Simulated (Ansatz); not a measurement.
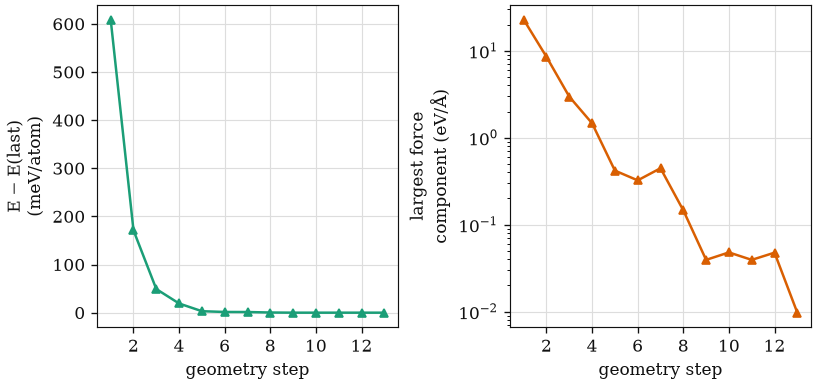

History of a geometry optimisation. Only the atoms move.

```
crystal:
  lattice:
    - [0.0, 5.536715, 5.536715]
    - [5.536715, 0.0, 5.536715]
    - [5.536715, 5.536715, 0.0]
  atoms:
    - { symbol: As, position: [0.39721, 0.39721, 0.39721] }
    - { symbol: As, position: [0.44163, 0.85279, 0.85279] }
    - { symbol: As, position: [0.39721, 0.39721, 0.80837] }
    - { symbol: As, position: [0.85279, 0.44163, 0.85279] }
    - { symbol: As, position: [0.80837, 0.39721, 0.39721] }
    - { symbol: As, position: [0.85279, 0.85279, 0.85279] }
    - { symbol: As, position: [0.39721, 0.80837, 0.39721] }
    - { symbol: As, position: [0.85279, 0.85279, 0.44163] }
    - { symbol: Br, position: [0.9226, 0.5774, 0.5774] }
    - { symbol: O, position: [0.3274, 0.6726, 0.3274] }
    - { symbol: O, position: [0.5774, 0.9226, 0.9226] }
    - { symbol: O, position: [0.6726, 0.3274, 0.6726] }
    - { symbol: O, position: [0.5774, 0.9226, 0.5774] }
    - { symbol: O, position: [0.3274, 0.3274, 0.6726] }
    - { symbol: O, position: [0.9226, 0.5774, 0.9226] }
    - { symbol: O, position: [0.6726, 0.6726, 0.3274] }
    - { symbol: O, position: [0.3274, 0.6726, 0.6726] }
    - { symbol: O, position: [0.5774, 0.5774, 0.9226] }
    - { symbol: O, position: [0.6726, 0.3274, 0.3274] }
    - { symbol: O, position: [0.9226, 0.9226, 0.5774] }
total_charge: 1
kpoints:
  mp_grid: { grid: [3, 3, 3] }
scf:
  occupations: { method: fermi_dirac, width: 0.01 }
hamiltonian:
  xc: pbe
  pseudopotentials: { kind: paw }
output:
  forces: true
  stress: true
  populations: true
  efg:
    quadrupole_moments_barn: { As: 0.311, Br: 0.2579, O: -0.02558 }
    contact_densities: true
relax:
  f_tol: 0.03
  max_steps: 40
```

Run as:
```bash
ansatz run input.yaml --threads 1 --pin off --max-ram 3072MiB --backend cpu --events-out ev --progress --plain --runs-dir out
```

### How did it end, and what did it gain?

The optimisation met its thresholds at geometry 13, counting the start as the first. The energy fell by about 610 meV/atom from the first step to the last. Step 10 went uphill and was rejected by the line search. The largest force component goes from about 23 eV/Å at the start to 0.01 eV/Å at the end.

### By which step was nine tenths of the energy gained?

By step 3 of 13.
